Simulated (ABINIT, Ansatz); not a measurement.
# BaIBr (Pnma): G0W0 on several meshes in ABINIT

How does the mesh move the gap of BaIBr (Pnma)?

Main program and level: ABINIT 10.8.3; PBEsol and many-body steps on it, plane waves.

**1. Set-up**

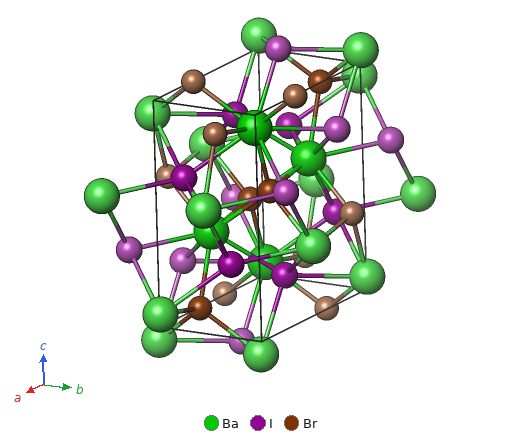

The starting structure, seen slightly off an axis (barium green, iodine purple, bromine brown). Some periodic images of atoms are drawn too.

Structure file:

```cif
data_structure
_symmetry_space_group_name_H-M 'Pnma'
_symmetry_Int_Tables_number 62
_cell_length_a 8.8145
_cell_length_b 5.1243
_cell_length_c 10.1917
_cell_angle_alpha 90.000
_cell_angle_beta 90.000
_cell_angle_gamma 90.000
_cell_volume 460.34
loop_
_atom_site_label
_atom_site_type_symbol
_atom_site_symmetry_multiplicity
_atom_site_Wyckoff_symbol
_atom_site_fract_x
_atom_site_fract_y
_atom_site_fract_z
_atom_site_occupancy
Ba1 Ba 4 c 0.72882 0.25000 0.37514 1
I1 I 4 c 0.47161 0.25000 0.83178 1
Br1 Br 4 c 0.85647 0.25000 0.06669 1
```

The cell and positions are those that the Materials Project relaxed with its own functionals (PBE, PBE+U or r2SCAN), kept fixed. Spin-orbit coupling is left out unless a step names it.

**2. Empty states on the mesh, 2×2×1 mesh, 459 bands**

This step: ABINIT 10.8.3; DFT, PBEsol, plane waves, norm-conserving pseudopotentials.

The sums over transitions need many empty states on a uniform mesh; this step solves for them.

Contents of run.abi:

```
acell 3*1.0 Angstrom
rprim 
  8.814460390000 0.000000000000 0.000000000000
  0.000000000000 5.124291030000 0.000000000000
  0.000000000000 0.000000000000 10.191678390000
ntypat 3
znucl 56 53 35
natom 12
typat 1 1 1 1 2 2 2 2 3 3 3 3
xred 
  0.728824540000 0.250000000000 0.375137030000
  0.271175460000 0.750000000000 0.624862970000
  0.771175460000 0.750000000000 0.875137030000
  0.228824540000 0.250000000000 0.124862970000
  0.471610560000 0.250000000000 0.831776550000
  0.528389440000 0.750000000000 0.168223450000
  0.028389440000 0.750000000000 0.331776550000
  0.971610560000 0.250000000000 0.668223450000
  0.856471900000 0.250000000000 0.066685850000
  0.143528100000 0.750000000000 0.933314150000
  0.643528100000 0.750000000000 0.566685850000
  0.356471900000 0.250000000000 0.433314150000
pp_dirpath "pseudos"
pseudos "Ba.upf, I.upf, Br.upf"
ecut 31
ngkpt 2 2 1
nshiftk 1
shiftk 0 0 0
kptopt 1
chksymbreak 0
iscf -2
irdden 1
istwfk *1
nband 459
nbdbuf 40
tolwfr 1e-09
nstep 60
prtvol 0
indata_prefix "in"
outdata_prefix "out"
tmpdata_prefix "tmp"
```

Command:

```
> OMP_NUM_THREADS=2 mpirun -n 4 abinit run.abi > log
```

Numbers of over 12 decimals in the logs are rounded to 6 here.

Output:

```text
.Version 10.8.3 of ABINIT. v10.8.2 released Aug 2026.

 Symmetries : space group Pn m a (# 62); Bravais oP (primitive ortho.)
[... echo of the input left out ...]
== DATASET  1 ==================================================================
-   mpi_nproc: 4, omp_nthreads: 2 (-1 if OMP is not activated)

--- !DatasetInfo
iteration_state: {dtset: 1, }
dimensions: {natom: 12, nkpt: 4, mband: 459, nsppol: 1, nspinor: 1, nspden: 1, mpw: 25646, }
cutoff_energies: {ecut:  31.0, pawecutdg:  -1.0, }
[...]
1.83163    1.83818    1.83904    1.84047    1.84305    1.84407    1.84585    1.85565
   1.85903    1.86137    1.86603    1.86612    1.87367    1.87477    1.87706    1.88139
   1.88435    1.88523    1.88741
 prteigrs : prtvol=0 or 1, do not print more k-points.

== END DATASET(S) ==============================================================
================================================================================

 -outvars: echo values of variables after computation  --------
            nband         459
             nkpt           4
          spgroup          62
 [... the other variables as echoed above ...]

 Calculation completed.
```

Elapsed: 19 min, on 4 MPI ranks of Arm Neoverse N1, shared host; peak memory 1.7 GiB.

Numbers from this step:

```yaml
gap: 3.423 eV
k_of_the_valence_top: 0, 0, 0
k_of_the_conduction_bottom: 0, 0, 0
least_direct_gap: 3.423 eV
k_points_computed: 4
lowest_point_of_the_top_converged_band_above_the_valence_top: 45.19 eV
```

On this mesh the gap is 3.423 eV.

The density comes from a self-consistent run that is not shown.

**3. Screening, 2×2×1 mesh, 199 bands, screening to 98 eV**

The RPA dielectric matrix is built and inverted for each q.

This step: RPA screening on PBEsol, plane waves, norm-conserving pseudopotentials.

Changes to run.abi since step 2:

```diff
@@ -30,10 +30,11 @@
 chksymbreak 0
-iscf -2
-irdden 1
 istwfk *1
-nband 459
-nbdbuf 40
-tolwfr 1e-09
-nstep 60
-prtvol 0
+occopt 1
+irdwfk 1
+optdriver 3
+nband 199
+ecuteps 3.6
+inclvkb 2
+awtr 1
+symchi 1
 indata_prefix "in"
```

Command:

```
> OMP_NUM_THREADS=1 mpirun -n 8 abinit run.abi > log
```

Output:

```text
.Version 10.8.3 of ABINIT. v10.8.2 released Aug 2026.

 Symmetries : space group Pn m a (# 62); Bravais oP (primitive ortho.)
[... echo of the input left out ...]
== DATASET  1 ==================================================================
-   mpi_nproc: 8, omp_nthreads: 1 (-1 if OMP is not activated)

--- !DatasetInfo
iteration_state: {dtset: 1, }
dimensions: {natom: 12, nkpt: 4, mband: 199, nsppol: 1, nspinor: 1, nspden: 1, mpw: 25646, }
cutoff_energies: {ecut:  31.0, pawecutdg:  -1.0, }
electrons: {nelect:   9.60000000E+01, charge:   0.00000000E+00, occopt:   1.00000000E+00, tsmear:   1.00000000E-02, }

 SCREENING: Calculation of the susceptibility and dielectric matrices

 Based on a program developped by R.W. Godby, V. Olevano, G. Onida, and L. Reining.
 Incorporated in ABINIT by V. Olevano, G.-M. Rignanese, and M. Torrent.
.Using double precision arithmetic ; gwpc =  8

[... cell and pseudopotentials left out ...]
--------------------------------------------------------------------------------

 ==== K-mesh for the wavefunctions ====
 Number of points in the irreducible wedge :     4
[... list of points left out ...]
 Together with  8 symmetry operations and time-reversal symmetry
 yields     4 points in the full Brillouin Zone.

 ==== Q-mesh for the screening function ====
 Number of points in the irreducible wedge :     4
[... list of points left out ...]
 Together with  8 symmetry operations and time-reversal symmetry
 yields     4 points in the full Brillouin Zone.

 setmesh: FFT mesh size selected  =    60x   36x   72
          total number of points  =       155520

 vcoul_init : cutoff-mode = AUXILIARY_FUNCTION
 q-points for optical limit:   1
     1)      0.000010    0.000020    0.000030

- screening: taking advantage of time-reversal symmetry
- Maximum band index for partially occupied states nbvw = 48
- Remaining bands to be divided among processors   nbcw = 151
- Number of bands treated by each node ~18

 Number of electrons calculated from density =   96.0000; Expected =   96.0000
 average of density, n =  0.030903
 r_s =    1.9768
 omega_plasma =   16.9572 [eV]

 calculating chi0 at frequencies [eV] :
  1    0.000000E+00    0.000000E+00
  2    0.000000E+00    1.695725E+01

--------------------------------------------------------------------------------
  q-point number  1        q = ( 0.000000, 0.000000, 0.000000) [r.l.u.]
--------------------------------------------------------------------------------
[... chi0 elements left out ...]
 For q-point:  0.000010 0.000020 0.000030
  dielectric constant =   4.0879
  dielectric constant without local fields =   4.8339

  Average fulfillment of the sum rule on Im[epsilon] for q-point    1 :     71.34  [%]
[... wings left out ...]
  q-point number  2        q = ( 0.500000, 0.000000, 0.000000) [r.l.u.]
--------------------------------------------------------------------------------
[... chi0 elements left out ...]
  Average fulfillment of the sum rule on Im[epsilon] for q-point    2 :     79.67  [%]

 [... 2 further q-points ...]
```

Wall time 6.6 min (8 MPI ranks); peak memory 9.5 GiB; 53 min of CPU time.

This step gave:

| Quantity | Value |
| --- | --- |
| ε∞ with local fields, on this mesh, along the program's q direction | 4.088 |
| the same without local fields | 4.834 |
| plasma frequency | 16.96 eV |
| plane waves in the screening matrix | 999 |

Local fields lower ε∞ by 15 %. On a Γ-centred mesh this coarse the value itself is usually too large, while a short band sum pulls it down.

**4. 2×2×1**

The self-energy is evaluated for the states that the input lists, and the levels follow from it, in one-shot runs by the linearised quasiparticle equation.

This step: G0W0 on PBEsol, plane waves, norm-conserving pseudopotentials.

Changes to run.abi since step 3:

```diff
@@ -33,8 +33,15 @@
 irdwfk 1
-optdriver 3
+optdriver 4
 nband 199
+gwcalctyp 0
+ecutsigx 31
+symsigma 1
+nkptgw 1
+kptgw 
+  0.0000000000 0.0000000000 0.0000000000
+bdgw 
+  47 50
 ecuteps 3.6
-inclvkb 2
-awtr 1
-symchi 1
+irdscr 1
+ppmodel 1
 indata_prefix "in"
```

Output:

```text
.Version 10.8.3 of ABINIT. v10.8.2 released Aug 2026.

 Symmetries : space group Pn m a (# 62); Bravais oP (primitive ortho.)
[... echo of the input left out ...]
== DATASET  1 ==================================================================
-   mpi_nproc: 8, omp_nthreads: 1 (-1 if OMP is not activated)

--- !DatasetInfo
iteration_state: {dtset: 1, }
dimensions: {natom: 12, nkpt: 4, mband: 199, nsppol: 1, nspinor: 1, nspden: 1, mpw: 25646, }
cutoff_energies: {ecut:  31.0, pawecutdg:  -1.0, }
electrons: {nelect:   9.60000000E+01, charge:   0.00000000E+00, occopt:   1.00000000E+00, tsmear:   1.00000000E-02, }

 SIGMA: Calculation of the GW corrections

 Based on a program developped by R.W. Godby, V. Olevano, G. Onida, and L. Reining.
 Incorporated in ABINIT by V. Olevano, G.-M. Rignanese, and M. Torrent.
.Using double precision arithmetic ; gwpc =  8

[... cell and pseudopotentials left out ...]
--------------------------------------------------------------------------------

 ==== K-mesh for the wavefunctions ====
 Number of points in the irreducible wedge :     4
[... list of points left out ...]
 Together with  8 symmetry operations and time-reversal symmetry
 yields     4 points in the full Brillouin Zone.

 ==== Q-mesh for screening function ====
 Number of points in the irreducible wedge :     4
[... list of points left out ...]
 Together with  8 symmetry operations and time-reversal symmetry
 yields     4 points in the full Brillouin Zone.

 vcoul_init : cutoff-mode = AUXILIARY_FUNCTION
 q-points for optical limit:   1
     1)      0.000010    0.000020    0.000030
 setmesh: FFT mesh size selected  =    90x   50x  100
          total number of points  =       450000

 Number of electrons calculated from density =   96.0000; Expected =   96.0000
 average of density, n =  0.030903
 r_s =    1.9768
 omega_plasma =   16.9572 [eV]

 === KS Band Gaps ===
  >>>> For spin  1
   Minimum direct gap =   3.4236 [eV], located at k-point      :   0.0000  0.0000  0.0000
   Fundamental gap    =   3.4236 [eV], Top of valence bands at :   0.0000  0.0000  0.0000
                                       Bottom of conduction at :   0.0000  0.0000  0.0000
 SIGMA fundamental parameters:
 PLASMON POLE MODEL  1
 number of plane-waves for SigmaX                25569
 number of plane-waves for SigmaC and W            999
 number of plane-waves for wavefunctions         25569
 number of bands                                   199
 number of independent spin polarizations            1
 number of spinorial components                      1
 number of k-points in IBZ                           4
 number of q-points in IBZ                           4
 number of symmetry operations                       8
 number of k-points in BZ                            4
 number of q-points in BZ                            4
 number of frequencies for dSigma/dE                 9
 frequency step for dSigma/dE [eV]                0.25
 number of omega for Sigma on real axis              0
 max omega for Sigma on real axis  [eV]           0.00
 zcut for avoiding poles [eV]                     0.10

 EPSILON^-1 parameters (SCR file):
 dimension of the eps^-1 matrix on file            999
 dimension of the eps^-1 matrix used               999
 number of plane-waves for wavefunctions         25569
 number of bands                                   199
 number of q-points in IBZ                           4
 number of frequencies                               2
 number of real frequencies                          1
 number of imag frequencies                          1

 matrix elements of self-energy operator (all in [eV])

 Perturbative Calculation

--- !SelfEnergy_ee
iteration_state: {dtset: 1, }
kpoint     : [   0.000,    0.000,    0.000, ]
spin       : 1
KS_gap     :    3.424
QP_gap     :    4.975
Delta_QP_KS:    1.551
data: !SigmaeeData |
     Band     E0 <VxcDFT>   SigX SigC(E0)      Z dSigC/dE  Sig(E)    E-E0       E
       47   2.175 -11.876 -14.652   2.326   0.816  -0.226 -12.243  -0.367   1.809
       48   2.303 -11.707 -14.544   2.353   0.824  -0.214 -12.106  -0.399   1.904
       49   5.726  -8.190  -4.046  -2.768   0.838  -0.193  -7.038   1.152   6.878
       50   6.287  -8.025  -3.732  -2.896   0.846  -0.182  -6.843   1.182   7.469

== END DATASET(S) ==============================================================
================================================================================

 -outvars: echo values of variables after computation  --------
           etotal      0.0000000000E+00
            nband         199
             nkpt           4
          spgroup          62
 [... the other variables as echoed above ...]

 Calculation completed.
```

Run time: 43 s. Hardware: 8 MPI ranks; peak memory 5.5 GiB; 5.7 min of CPU time.

Numbers from this step:

```
G0W0 gap on the points computed              : 4.974 eV
starting gap on the mesh                     : 3.423 eV
k of the valence top                         : 0, 0, 0
k of the conduction bottom                   : 0, 0, 0
Z at the valence top                         : 0.824
Z at the conduction bottom                   : 0.838
least direct G0W0 gap on the computed points : 4.974 eV
```

The gap on the mesh goes from 3.42 eV to 4.97 eV, a correction of +1.55 eV.

**5. Empty states on the mesh, 1×2×1 mesh, 217 bands**

This step: DFT, PBEsol, plane waves, norm-conserving pseudopotentials.

Changes to run.abi since step 4:

```diff
@@ -25,3 +25,3 @@
 ecut 31
-ngkpt 2 2 1
+ngkpt 1 2 1
 nshiftk 1
@@ -30,18 +30,10 @@
 chksymbreak 0
+iscf -2
+irdden 1
 istwfk *1
-occopt 1
-irdwfk 1
-optdriver 4
-nband 199
-gwcalctyp 0
-ecutsigx 31
-symsigma 1
-nkptgw 1
-kptgw 
-  0.0000000000 0.0000000000 0.0000000000
-bdgw 
-  47 50
-ecuteps 3.6
-irdscr 1
-ppmodel 1
+nband 217
+nbdbuf 18
+tolwfr 1e-09
+nstep 60
+prtvol 0
 indata_prefix "in"
```

Command:

```
> OMP_NUM_THREADS=4 mpirun -n 2 abinit run.abi > log
```

Output:

```text
.Version 10.8.3 of ABINIT. v10.8.2 released Aug 2026.

 Symmetries : space group Pn m a (# 62); Bravais oP (primitive ortho.)
[... echo of the input left out ...]
== DATASET  1 ==================================================================
-   mpi_nproc: 2, omp_nthreads: 4 (-1 if OMP is not activated)

--- !DatasetInfo
iteration_state: {dtset: 1, }
dimensions: {natom: 12, nkpt: 2, mband: 217, nsppol: 1, nspinor: 1, nspden: 1, mpw: 25584, }
cutoff_energies: {ecut:  31.0, pawecutdg:  -1.0, }
[...]
0.97557    0.97974    0.98169    0.98823    0.99703    1.00043    1.00144    1.00935
   1.00994    1.01156    1.01614    1.01698    1.01809    1.02138    1.02401    1.02902
   1.03488
 prteigrs : prtvol=0 or 1, do not print more k-points.

== END DATASET(S) ==============================================================
================================================================================

 -outvars: echo values of variables after computation  --------
            nband         217
             nkpt           2
          spgroup          62
 [... the other variables as echoed above ...]

 Calculation completed.
```

Run time: 5.1 min. Hardware: 2 MPI ranks; peak memory 0.49 GiB.

Numbers from this step:

| Item | Value |
| --- | --- |
| gap | 3.423 eV |
| k of the valence top | 0, 0, 0 |
| k of the conduction bottom | 0, 0, 0 |
| least direct gap | 3.423 eV |
| k points computed | 2 |
| lowest point of the top converged band, above the valence top | 24.06 eV |

On this mesh the gap is 3.423 eV.

**6. Screening, 1×2×1 mesh, 199 bands, screening to 98 eV**

This step: RPA screening on PBEsol, plane waves, norm-conserving pseudopotentials.

Changes to run.abi since step 5:

```diff
@@ -30,10 +30,11 @@
 chksymbreak 0
-iscf -2
-irdden 1
 istwfk *1
-nband 217
-nbdbuf 18
-tolwfr 1e-09
-nstep 60
-prtvol 0
+occopt 1
+irdwfk 1
+optdriver 3
+nband 199
+ecuteps 3.6
+inclvkb 2
+awtr 1
+symchi 1
 indata_prefix "in"
```

Command:

```
> OMP_NUM_THREADS=1 mpirun -n 8 abinit run.abi > log
```

Output:

```text
.Version 10.8.3 of ABINIT. v10.8.2 released Aug 2026.

 Symmetries : space group Pn m a (# 62); Bravais oP (primitive ortho.)
[... echo of the input left out ...]
== DATASET  1 ==================================================================
-   mpi_nproc: 8, omp_nthreads: 1 (-1 if OMP is not activated)

--- !DatasetInfo
iteration_state: {dtset: 1, }
dimensions: {natom: 12, nkpt: 2, mband: 199, nsppol: 1, nspinor: 1, nspden: 1, mpw: 25584, }
cutoff_energies: {ecut:  31.0, pawecutdg:  -1.0, }
electrons: {nelect:   9.60000000E+01, charge:   0.00000000E+00, occopt:   1.00000000E+00, tsmear:   1.00000000E-02, }

 SCREENING: Calculation of the susceptibility and dielectric matrices

 Based on a program developped by R.W. Godby, V. Olevano, G. Onida, and L. Reining.
 Incorporated in ABINIT by V. Olevano, G.-M. Rignanese, and M. Torrent.
.Using double precision arithmetic ; gwpc =  8

[... cell and pseudopotentials left out ...]
--------------------------------------------------------------------------------

 ==== K-mesh for the wavefunctions ====
 Number of points in the irreducible wedge :     2
[... list of points left out ...]
 Together with  8 symmetry operations and time-reversal symmetry
 yields     2 points in the full Brillouin Zone.

 ==== Q-mesh for the screening function ====
 Number of points in the irreducible wedge :     2
[... list of points left out ...]
 Together with  8 symmetry operations and time-reversal symmetry
 yields     2 points in the full Brillouin Zone.

 setmesh: FFT mesh size selected  =    60x   36x   72
          total number of points  =       155520

 vcoul_init : cutoff-mode = AUXILIARY_FUNCTION
 q-points for optical limit:   1
     1)      0.000010    0.000020    0.000030

- screening: taking advantage of time-reversal symmetry
- Maximum band index for partially occupied states nbvw = 48
- Remaining bands to be divided among processors   nbcw = 151
- Number of bands treated by each node ~18

 Number of electrons calculated from density =   96.0000; Expected =   96.0000
 average of density, n =  0.030903
 r_s =    1.9768
 omega_plasma =   16.9572 [eV]

 calculating chi0 at frequencies [eV] :
  1    0.000000E+00    0.000000E+00
  2    0.000000E+00    1.695725E+01

--------------------------------------------------------------------------------
  q-point number  1        q = ( 0.000000, 0.000000, 0.000000) [r.l.u.]
--------------------------------------------------------------------------------
[... chi0 elements left out ...]
 For q-point:  0.000010 0.000020 0.000030
  dielectric constant =   4.2683
  dielectric constant without local fields =   5.0152

  Average fulfillment of the sum rule on Im[epsilon] for q-point    1 :     71.36  [%]
[... wings left out ...]
  q-point number  2        q = ( 0.000000, 0.500000, 0.000000) [r.l.u.]
--------------------------------------------------------------------------------
[... chi0 elements left out ...]
  Average fulfillment of the sum rule on Im[epsilon] for q-point    2 :     72.63  [%]

== END DATASET(S) ==============================================================
================================================================================

 -outvars: echo values of variables after computation  --------
           etotal      0.0000000000E+00
            nband         199
             nkpt           2
          spgroup          62
 [... the other variables as echoed above ...]

 Calculation completed.
```

The job ended after 3.3 min (8 MPI ranks; peak memory 6.6 GiB).

Numbers from this step:

```yaml
eps_infinity_with_local_fields_on_this_mesh_along_the_program_s_q_direction: 4.268
the_same_without_local_fields: 5.015
plasma_frequency: 16.96 eV
plane_waves_in_the_screening_matrix: 999
```

[end of part 1 of 2]

[Paths, hosts, dates, memory and timing lines, banners, echoed tables and standing remarks are left out of the program output.]

[Logs are printed without paths, hosts, clocks, repeated set-up lines and the standing remarks that a program may print on its own settings, such as how far it seeks lower states.]

[Runs of the session that timed out or met a known fault of the program may be left out.]

[Hosts, paths, dates, database ids (printed as entryN), source tags and the programs' standing remarks are cut or masked in the printed files.]

[G0W0 gaps are taken among the corrected bands and points alone; a level outside them can change the order at an edge.]

[Where Ansatz stands beside ABINIT at settings called matched, ABINIT's density can come from a denser mesh and the files from another edition; pairs whose starting gaps differed by over 0.03 eV were left out, so agreement reads better than it is.]
